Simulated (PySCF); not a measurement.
# H2O2Tl (Tl(OH)2+): the cost of one run

Computed with PySCF 2.14.0. Level: several levels, as the steps say, no spin–orbit coupling.

1 further run of the same task is left out (for a known fault of the program).

## Step 1: Starting geometry

5 atoms, charge 1, spin multiplicity 1.

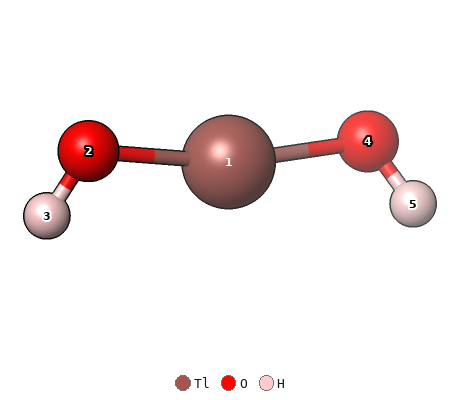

The structure; thallium brown, oxygen red, hydrogen pink; atoms are numbered from 1 in the order of the file.

Coordinates:

```
Tl    0.00000    0.00000    0.71183
O     1.95964    0.14762    0.91026
H     2.42530   -0.15946    0.10972
O    -1.95964   -0.14762    0.91026
H    -2.42530    0.15946    0.10972
```

Formal oxidation states: Tl +3. An earlier session relaxed this geometry at PBE0, Tl def2-SVP with ECP60, O def2-SVP, H def2-SVP (singlet, point group C2).

At PBE0 on the finer grid: E = -323.549302 Eh, HOMO -15.10 eV, LUMO -9.27 eV, Mulliken charge on Tl1 +1.14 e, largest force component 0.012 eV/Å. 

Levels to run: PBE; B3LYP; PBE0, TZVP. Hardware: 2 threads of Arm Neoverse V2, shared host.

## Step 2: PBE

The input, run.py (the lines that set the calculation):

```python
mol = gto.M(atom='''
Tl     0.00000     0.00000     0.71183
O      1.95964     0.14762     0.91026
H      2.42530    -0.15946     0.10972
O     -1.95964    -0.14762     0.91026
H     -2.42530     0.15946     0.10972''',
    basis={'Tl': 'def2-SVP', 'O': 'def2-SVP', 'H': 'def2-SVP'},
    ecp={'Tl': 'def2-SVP'},
    charge=1, spin=0)
mf = dft.RKS(mol, xc='PBE')
mf.grids.atom_grid = (75, 302)
mf = mf.density_fit()  # fitting sets: Tl def2-universal-JKFIT, O def2-universal-JKFIT, H def2-universal-JKFIT
mf.conv_tol = 1e-08; mf.max_cycle = 55
mf.kernel(dm0)  # dm0: the density of the relaxed state
```

Run with:

```bash
> OMP_NUM_THREADS=2 python run.py
```

**Question.** How long does this run take on 2 threads of Arm Neoverse V2, shared host?

About 1.7 s.
